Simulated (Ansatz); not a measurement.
# B2PLYP/cc-pVTZ-DK (sfX2C, density fitting with def2-universal-jkfit, aug-cc-pVTZ-rifit for correlation, accuracy low, start density atoms, xc a 0.6) run of C2F4O (trifluoroacetyl fluoride)

Aim: the energy difference between two shapes of C2F4O (trifluoroacetyl fluoride) at B2PLYP/cc-pVTZ-DK (sfX2C, density fitting with def2-universal-jkfit, aug-cc-pVTZ-rifit for correlation, accuracy low, start density atoms, xc a 0.6), from 2 runs. 

Program for the calculation: Ansatz 0.2.0.

8 further runs of the same task are left out: 2 for a known fault of the program, 1 that didn't finish, 5 set aside as unsound or not needed.

### 1 The molecule

The species is C2F4O (7 atoms), meant as a singlet with charge 0. As SMILES, `O=C(F)C(F)(F)F`. The coordinates come from a PBE0-D4/def2-TZVP relaxation.

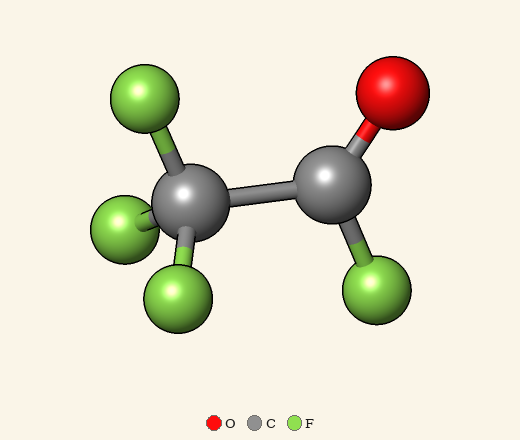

The structure, seen from a chosen angle (oxygen red, carbon grey, fluorine green).

### 2 Energy and forces at B2PLYP/cc-pVTZ-DK (sfX2C, density fitting with def2-universal-jkfit, aug-cc-pVTZ-rifit for correlation, accuracy low, start density atoms, xc a 0.6)

The input, job.yaml:

```yaml
crystal:
  periodic: [false, false, false]
  atoms:
    - {symbol: O, position_ang: [1.061180, -1.396170, 0.701140]}
    - {symbol: C, position_ang: [0.088980, -0.798110, 0.435150]}
    - {symbol: F, position_ang: [-1.136840, -1.201010, 0.739860]}
    - {symbol: C, position_ang: [0.018150, 0.551850, -0.306440]}
    - {symbol: F, position_ang: [-0.697880, 0.418270, -1.418740]}
    - {symbol: F, position_ang: [-0.564330, 1.461580, 0.468830]}
    - {symbol: F, position_ang: [1.230750, 0.963590, -0.619810]}
basis:
  gaussian:
    orbitals: cc-pVTZ-DK
    fitting: {mean_field: def2-universal-jkfit, correlation: aug-cc-pVTZ-rifit.json}
hamiltonian:
  xc: {name: B2PLYP, parameters: {a: 0.6}}
correlation:
  frozen_orbitals: {C: 1, F: 1, O: 1}
accuracy: low
output: {forces: true, orbitals: {seedname: orbitals}}
```

Launch:

```console
ansatz run job.yaml --threads 1 --pin off --max-ram 3480MiB --events-out events.jsonl --progress --plain --runs-dir runs
```

What it wrote (excerpt; [...] marks lines left out):

```text
Warning: RAYON_NUM_THREADS=1 ignored (pool sized by the plan → 1); use --threads N
Functional definition: B2PLYP
  name "B2PLYP"
[...]
  with a = 0.6 from the input
535 factors; integrals over basis functions are off by at most 8.9e-1 eV
742 factors; integrals over basis functions are off by at most 5.2e-1 eV
[...]
mean field -14983.35506574 eV, -550.6281425831 hartree, gradient 3.3e-6 eV, S^2 0.000000; 0 other end points of the search recorded, 0 dependent functions left out
7 core orbitals not correlated: weight in the atoms' cores, before any rotation towards them, 1.000 or more for the frozen orbitals, at most 0.000 for the correlated occupied ones
reference -14983.35514629 eV, -550.6281455432 hartree; 21, 21 occupied and 182, 182 virtual orbitals, 742 factors
second order -48.19009931 eV of doubles, -0.00000000 eV of singles
[...]
Total energy: -14996.36647310 eV, -551.1063029842 hartree
Relativity: scalar
Atom 0 at     1.061180    -1.396170     0.701140 Å, force     0.165785    -0.092639     0.039840 eV/Å
Atom 1 at     0.088980    -0.798110     0.435150 Å, force    -0.068171     0.232061    -0.123948 eV/Å
Atom 2 at    -1.136840    -1.201010     0.739860 Å, force    -0.083236     0.001413     0.005223 eV/Å
Atom 3 at     0.018150     0.551850    -0.306440 Å, force    -0.020221    -0.128438     0.072548 eV/Å
Atom 4 at    -0.697880     0.418270    -1.418740 Å, force     0.011495     0.009643     0.025288 eV/Å
Atom 5 at    -0.564330     1.461580     0.468830 Å, force     0.007826    -0.016970    -0.022977 eV/Å
Atom 6 at     1.230750     0.963590    -0.619810 Å, force    -0.013477    -0.005070     0.004026 eV/Å
Dipole moment:    -0.109928     0.082696    -0.038648 e Å
```

Wall time 28 s (1 thread of Arm Neoverse V2, shared host); peak memory 0.59 GiB.

### 3 The distorted shape

The input, job.yaml:

```yaml
crystal:
  periodic: [false, false, false]
  atoms:
    - {symbol: O, position_ang: [1.139974, -1.342281, 0.764785]}
    - {symbol: C, position_ang: [0.272210, -0.874128, 0.468673]}
    - {symbol: F, position_ang: [-1.171803, -1.196690, 0.771320]}
    - {symbol: C, position_ang: [0.055695, 0.523080, -0.317342]}
    - {symbol: F, position_ang: [-0.569422, 0.439543, -1.299973]}
    - {symbol: F, position_ang: [-0.598560, 1.369907, 0.605549]}
    - {symbol: F, position_ang: [1.064006, 0.847898, -0.533419]}
basis:
  gaussian:
    orbitals: cc-pVTZ-DK
    fitting: {mean_field: def2-universal-jkfit, correlation: aug-cc-pVTZ-rifit.json}
hamiltonian:
  xc: {name: B2PLYP, parameters: {a: 0.6}}
correlation:
  frozen_orbitals: {C: 1, F: 1, O: 1}
accuracy: low
output: {forces: true, orbitals: {seedname: orbitals}}
```

Launch:

```console
ansatz run job.yaml --threads 1 --pin off --max-ram 3480MiB --events-out events.jsonl --progress --plain --runs-dir runs
```

What it wrote (excerpt; [...] marks lines left out):

```text
Warning: RAYON_NUM_THREADS=1 ignored (pool sized by the plan → 1); use --threads N
Functional definition: B2PLYP
  name "B2PLYP"
[...]
  with a = 0.6 from the input
535 factors; integrals over basis functions are off by at most 8.9e-1 eV
742 factors; integrals over basis functions are off by at most 5.2e-1 eV
[...]
mean field -14978.64944993 eV, -550.4552143916 hartree, gradient 5.5e-6 eV, S^2 0.000000; 0 other end points of the search recorded, 0 dependent functions left out
7 core orbitals not correlated: weight in the atoms' cores, before any rotation towards them, 1.000 or more for the frozen orbitals, at most 0.000 for the correlated occupied ones
reference -14978.64953218 eV, -550.4552174142 hartree; 21, 21 occupied and 182, 182 virtual orbitals, 742 factors
second order -47.35867307 eV of doubles, -0.00000000 eV of singles
[...]
Total energy: -14991.43637391 eV, -550.9251251806 hartree
Relativity: scalar
Atom 0 at     1.139974    -1.342281     0.764785 Å, force    17.214635   -10.366806     6.285742 eV/Å
Atom 1 at     0.272210    -0.874128     0.468673 Å, force   -21.129263    11.125579    -5.979903 eV/Å
Atom 2 at    -1.171803    -1.196690     0.771320 Å, force     2.282765    -0.691856    -0.012956 eV/Å
Atom 3 at     0.055695     0.523080    -0.317342 Å, force   -13.646590    -7.434936    13.662629 eV/Å
Atom 4 at    -0.569422     0.439543    -1.299973 Å, force    -8.166837    -1.156244    -9.406975 eV/Å
Atom 5 at    -0.598560     1.369907     0.605549 Å, force     0.485722    -0.421265    -0.714018 eV/Å
Atom 6 at     1.064006     0.847898    -0.533419 Å, force    22.959568     8.945528    -3.834519 eV/Å
Dipole moment:     0.402118     0.098628    -0.338149 e Å
```

Wall time 23 s (1 thread of Arm Neoverse V2, shared host); peak memory 0.59 GiB.

### 4 Summary of results

At B2PLYP/cc-pVTZ-DK (sfX2C, density fitting with def2-universal-jkfit, aug-cc-pVTZ-rifit for correlation, accuracy low, start density atoms, xc a 0.6), 7 core orbitals frozen:

```
                                            quantity          value
                           first shape: total energy  -551.10630 Eh
               first shape: dipole moment (SCF part)         0.69 D
      first shape: HOMO energy (SCF part's orbitals)      -12.30 eV
      first shape: LUMO energy (SCF part's orbitals)        0.28 eV
    first shape: HOMO–LUMO gap (SCF part's orbitals)       12.58 eV
               first shape: largest force on an atom     0.272 eV/Å
                       distorted shape: total energy  -550.92513 Eh
           distorted shape: dipole moment (SCF part)         2.57 D
  distorted shape: HOMO energy (SCF part's orbitals)      -11.41 eV
  distorted shape: LUMO energy (SCF part's orbitals)        1.56 eV
distorted shape: HOMO–LUMO gap (SCF part's orbitals)       12.97 eV
           distorted shape: largest force on an atom    24.937 eV/Å
              energy change with the atoms displaced       4.930 eV
```

In words: With the atoms displaced the energy rises by 4.93 eV (114 kcal/mol). The first shape isn't relaxed at this level, so the change isn't measured from a minimum. The largest force (first shape) is 0.27 eV/Å: the shape isn't a stationary point for this species at this level. Mulliken charges (first shape) run from -0.17 on O1 to +0.50 on C4; they depend strongly on the basis. The accuracy setting (first shape) is loose, so the last digits carry no meaning. The accuracy setting (distorted shape) is loose, so the last digits carry no meaning.
